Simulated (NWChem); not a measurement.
# One shape, several levels: CH2AlN (SMILES N#[C][AlH2])

Aim: a comparison of 6 runs (HF/STO-3G, HF/3-21G, HF/aug-cc-pVDZ, M06-2X/aug-cc-pVDZ, PBE/aug-cc-pVDZ, CCSD(T)/aug-cc-pVDZ) of CH2AlN. 

The results are computed with NWChem 7.3.0.

## 1. The system as given

CH2AlN: 5 atoms, total charge 0, spin state singlet. SMILES: `N#[C][AlH2]`. The shape is that of a PBE0-D4/def2-TZVP optimisation.

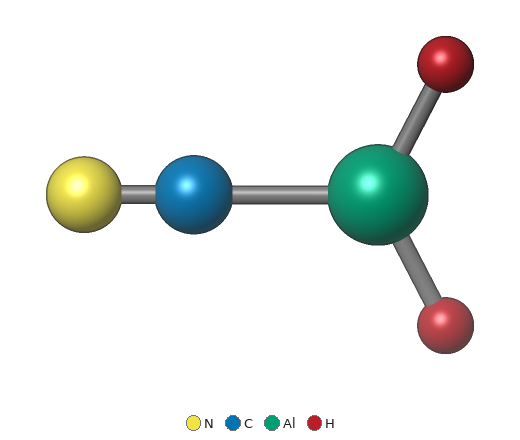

The structure, seen from a chosen angle (nitrogen yellow, carbon blue, aluminium teal, hydrogen red).

## 2. Energy and forces at HF/STO-3G (run 1)

Contents of run.py:

```python
from ase import Atoms
from ase.calculators.nwchem import NWChem

molecule = Atoms(['N', 'C', 'Al', 'H', 'H'], positions=[
    [1.382300, -1.346000, 1.394200],
    [0.714200, -0.698000, 0.711800],
    [-0.407200, 0.390000, -0.434600],
    [-1.629700, -0.322900, -1.120200],
    [-0.009700, 1.903200, -0.592600],
])

calc = NWChem(
    label='m1',
    theory='scf',
    memory='2200 mb',
    basis='STO-3G',
    basispar='spherical bse',
    scf={'nopen': '0', 'rhf': None, 'thresh': '1e-08', 'maxiter': '80'},
)
molecule.calc = calc

forces = molecule.get_forces()
print("Total energy (eV):", round(molecule.get_potential_energy(), 6))
print("forces (eV/A):")
for s, f in zip(molecule.symbols, forces):
    print(f"{s:2s} {f[0]:10.5f} {f[1]:10.5f} {f[2]:10.5f}")
print("dipole (e A):", molecule.get_dipole_moment().round(4))
```

The run is started by

```console
$ export ASE_NWCHEM_COMMAND="nwchem PREFIX.nwi > PREFIX.nwo"
$ python run.py
```

The log of the run:

```text
Total energy (eV): -9015.560872
forces (eV/A):
N     0.15360   -0.14928    0.15766
C    -0.88117    0.85577   -0.90189
Al   -0.48635    0.47077   -0.49720
H     1.80594    1.05909    1.01116
H    -0.59202   -2.23635    0.23032
dipole (e A): [-0.4492  0.4358 -0.459 ]
```

The calculator wrote m1.nwi:

```
title "m1"

permanent_dir m1

scratch_dir m1

start m1

geometry units angstrom nocenter noautosym noautoz
  N  1.3823000000000001e+00 -1.3460000000000001e+00 1.3942000000000001e+00
  C  7.1419999999999995e-01 -6.9799999999999995e-01 7.1179999999999999e-01
  Al -4.0720000000000001e-01 3.9000000000000001e-01 -4.3459999999999999e-01
  H  -1.6296999999999999e+00 -3.2290000000000002e-01 -1.1202000000000001e+00
  H  -9.7000000000000003e-03 1.9032000000000000e+00 -5.9260000000000002e-01
end

memory 2200 mb

basis spherical bse noprint
   * library STO-3G
end

scf
  nopen 0
  rhf
  thresh 1e-08
  maxiter 80
end

task scf gradient
```

m1.nwo:

```text
Northwest Computational Chemistry Package (NWChem) 7.3.0
             --------------------------------------------------------

           Job information
           ---------------

    nwchem branch   = 7.3.0
    use scalapack   = T
    input           = m1.nwi
    prefix          = m1.
    data base       = m1/m1.db
    status          = startup
    nproc           =        1

           Memory information
           ------------------

[... 5 lines left out ...]
    hardfail = no
[... 126 lines left out ...]
         Quadratically convergent ROHF
[... 15 lines left out ...]
       Final RHF  results
[... 4 lines left out ...]
      Two-electron energy =    197.083154312700
[... 30 lines left out ...]
                       ROHF Final Molecular Orbital Analysis
[... 192 lines left out ...]
                 ----------------------------------------
                 |  Time  |  1-e(secs)   |  2-e(secs)   |
                 ----------------------------------------
                 |  CPU   |       0.00   |       0.27   |
                 ----------------------------------------
                 |  WALL  |       0.00   |       0.27   |
                 ----------------------------------------

 Task  times  cpu:        1.1s     wall:        1.1s
 Total times  cpu:        1.1s     wall:        1.1s
```

Run time: 2.3 s. Hardware: 1 thread of Intel Xeon Platinum 8259CL at 2.50GHz (Skylake/Cascade Lake), shared host; peak memory 0.1 GiB.

## 3. Energy and gradient at HF/3-21G (run 2)

Contents of ch2aln.nw:

```
start ch2aln
title "CH2AlN"
memory total 2200 mb
charge 0
geometry noautosym nocenter noautoz
   N     1.382300   -1.346000    1.394200
   C     0.714200   -0.698000    0.711800
   Al   -0.407200    0.390000   -0.434600
   H    -1.629700   -0.322900   -1.120200
   H    -0.009700    1.903200   -0.592600
end
basis spherical bse
   N library 3-21G
   C library 3-21G
   Al library 3-21G
   H library 3-21G
end
scf
   thresh 1e-08
   maxiter 80
end
task scf gradient
```

The run is started by

```console
$ nwchem ch2aln.nw > ch2aln.out
```

The log of the run:

```text
[...]
  functions       =    35
[...]
  wavefunction    = RHF
[...]
         Total SCF energy =   -333.538279571710
      One-electron energy =   -597.551661039331
      Two-electron energy =    194.999220892517
 Nuclear repulsion energy =     69.014160575105
        Time for solution =      0.8s
[...]
                         RHF ENERGY GRADIENTS
    atom               coordinates                        gradient
                 x          y          z           x          y          z
   1 N       2.612168  -2.543571   2.634656    0.012921  -0.012526   0.013181
   2 C       1.349642  -1.319029   1.345107   -0.016608   0.016094  -0.016941
   3 Al     -0.769496   0.736993  -0.821275    0.001185  -0.001136   0.001204
   4 H      -3.079686  -0.610193  -2.116871    0.003256   0.001537   0.001931
   5 H      -0.018330   3.596527  -1.119852   -0.000754  -0.003969   0.000624
[...]
```

Run time: 1.8 s. Hardware: 1 thread of Intel Xeon Platinum 8259CL at 2.50GHz (Skylake/Cascade Lake), shared host; peak memory 0.099 GiB.

Run 3 isn't shown in full; the table further down has it.

## 4. Energy and forces at M06-2X/aug-cc-pVDZ (run 4)

Changes to run.py since step 2:

```diff
@@ -12,8 +12,8 @@
 calc = NWChem(
-    label='m1',
-    theory='scf',
+    label='mymol',
+    theory='dft',
     memory='2200 mb',
-    basis='STO-3G',
+    basis='aug-cc-pVDZ',
     basispar='spherical bse',
-    scf={'nopen': '0', 'rhf': None, 'thresh': '1e-08', 'maxiter': '80'},
+    dft={'xc': 'm06-2x', 'mult': '1', 'grid': 'fine', 'convergence': 'energy 1e-08', 'iterations': '100', 'mulliken': None},
 )
@@ -22,3 +22,3 @@
 forces = molecule.get_forces()
-print("Total energy (eV):", round(molecule.get_potential_energy(), 6))
+print(f"energy = {molecule.get_potential_energy():.6f} eV")
 print("forces (eV/A):")
```

The run is started by

```console
$ export ASE_NWCHEM_COMMAND="nwchem PREFIX.nwi > PREFIX.nwo"
$ python run.py
```

The log of the run:

```text
energy = -9154.376395 eV
forces (eV/A):
N     0.46594   -0.45205    0.47622
C    -0.31280    0.30385   -0.31985
Al   -0.19746    0.19103   -0.20188
H     0.05636    0.02571    0.03389
H    -0.01203   -0.06855    0.01167
dipole (e A): [-0.4205  0.4079 -0.4296]
```

The calculator wrote mymol.nwi:

```
title "mymol"

permanent_dir mymol

scratch_dir mymol

start mymol

geometry units angstrom nocenter noautosym noautoz
  N  1.3823000000000001e+00 -1.3460000000000001e+00 1.3942000000000001e+00
  C  7.1419999999999995e-01 -6.9799999999999995e-01 7.1179999999999999e-01
  Al -4.0720000000000001e-01 3.9000000000000001e-01 -4.3459999999999999e-01
  H  -1.6296999999999999e+00 -3.2290000000000002e-01 -1.1202000000000001e+00
  H  -9.7000000000000003e-03 1.9032000000000000e+00 -5.9260000000000002e-01
end

memory 2200 mb

basis spherical bse noprint
   * library aug-cc-pVDZ
end

dft
  xc m06-2x
  mult 1
  grid fine
  convergence energy 1e-08
  iterations 100
  mulliken
end

task dft gradient
```

mymol.nwo:

```text
Northwest Computational Chemistry Package (NWChem) 7.3.0
             --------------------------------------------------------

           Job information
           ---------------

    nwchem branch   = 7.3.0
    use scalapack   = T
    input           = mymol.nwi
    prefix          = mymol.
    data base       = mymol/mymol.db
    status          = startup
    nproc           =        1

           Memory information
           ------------------

[... 5 lines left out ...]
    hardfail = no
[... 97 lines left out ...]
  convergence criterion.
[... 41 lines left out ...]
          Spatial weights used:  Erf1
[... 32 lines left out ...]
 1-e energy   =    -598.318788
[... 44 lines left out ...]
           Coulomb energy =      226.251226753968
[... 707 lines left out ...]
          Convergence on density requested:  1.00D-05
[... 27 lines left out ...]
          total energy or number of iterations.
[... 36 lines left out ...]
                 ----------------------------------------
                 |  Time  |  1-e(secs)   |  2-e(secs)   |
                 ----------------------------------------
                 |  CPU   |       0.01   |      23.86   |
                 ----------------------------------------
                 |  WALL  |       0.01   |      23.86   |
                 ----------------------------------------

 Task  times  cpu:       68.8s     wall:       68.8s
 Total times  cpu:       68.8s     wall:       68.8s
```

It took 70 s on 1 thread of Intel Xeon Platinum 8259CL at 2.50GHz (Skylake/Cascade Lake), shared host; peak memory 0.12 GiB.

Run 5 isn't shown in full; the table further down has it.

## 5. A single-point energy at CCSD(T)/aug-cc-pVDZ (run 6)

Contents of work.nw:

```
start work
title "CH2AlN ccsd(t)"
memory 2200 mb
geometry units bohr noautosym nocenter noautoz
N   2.61216842 -2.54357136  2.63465616
C   1.34964240 -1.31902883  1.34510706
Al -0.76949648  0.73699319 -0.82127497
H  -3.07968667 -0.61019257 -2.11687120
H  -0.01833034  3.59652676 -1.11985170
end
basis spherical bse
* library aug-cc-pVDZ
end
scf
thresh 1e-08
maxiter 80
print low
end
ccsd
freeze core 7
maxiter 60
end
task ccsd(t) energy
```

The run is started by

```console
$ nwchem work.nw > work.out
```

The log of the run:

```text
[...]
  functions       =    91
[...]
  wavefunction    = RHF
[...]
         Total SCF energy =   -335.405011597686
      One-electron energy =   -599.803965059172
      Two-electron energy =    195.384797796838
 Nuclear repulsion energy =     69.014155664648
        Time for solution =     53.3s
[...]
 Total MP2 energy:           -335.758185836223220
[...]
             energy      energy      error      ampl     ampl      Block
                                                time     time      time
[...]
 Total CCSD energy:           -335.779642928521753
[...]
 Total CCSD+T(CCSD) energy:           -335.795920378674964
[...]
 Total CCSD(T) energy:                -335.795278161906083
[...]
```

Wall time 3.8 min (1 thread of Intel Xeon Platinum 8259CL at 2.50GHz (Skylake/Cascade Lake), shared host); peak memory 0.2 GiB.

## 6. All runs side by side

| run | level | iteration cap | module | energy (Eh) | dipole moment (D) | HOMO energy (eV) | LUMO energy (eV) | wall time |
| --- | --- | --- | --- | --- | --- | --- | --- | --- |
| 1 | HF/STO-3G | 80 | scf | -331.315754 | 3.73 | -9.85 | 6.98 | 2.3 s |
| 2 | HF/3-21G | 80 | scf | -333.538280 | 3.37 | -12.18 | 0.30 | 1.8 s |
| 3 | HF/aug-cc-pVDZ | 80 | scf | -335.405012 | 3.66 | -12.35 | -0.02 | 79 s |
| 4 | M06-2X/aug-cc-pVDZ | 100 | dft | -336.417130 | 3.49 | -10.43 | -2.01 | 70 s |
| 5 | PBE/aug-cc-pVDZ | 100 | dft | -336.214787 | 3.34 | -7.95 | -3.42 | 61 s |
| 6 | CCSD(T)/aug-cc-pVDZ | 80 | ccsd(t) | -335.795278 | – | – | – | 3.8 min |

## 7. Summary of results

| quantity | value |
| --- | --- |
| run 6: total energy | -335.79528 Eh |
| run 6: correlation energy (7 core orbitals frozen) | -390.3 mEh |
| run 6: (T) correction | -15.64 mEh |

What this shows: Over runs 1, 2, 3, 4, 5 the dipole moment (its size) runs from 3.34 D (PBE/aug-cc-pVDZ) to 3.73 D (HF/STO-3G). The two ends differ in method and basis. Over runs 1, 2, 3, 4, 5 the HOMO–LUMO gap runs from 4.53 eV (PBE/aug-cc-pVDZ) to 16.83 eV (HF/STO-3G). Totals of different functionals can't be ranked against each other. In run 1 the basis is minimal, so the values are rough. All runs together took 7.4 min, the longest 3.8 min.
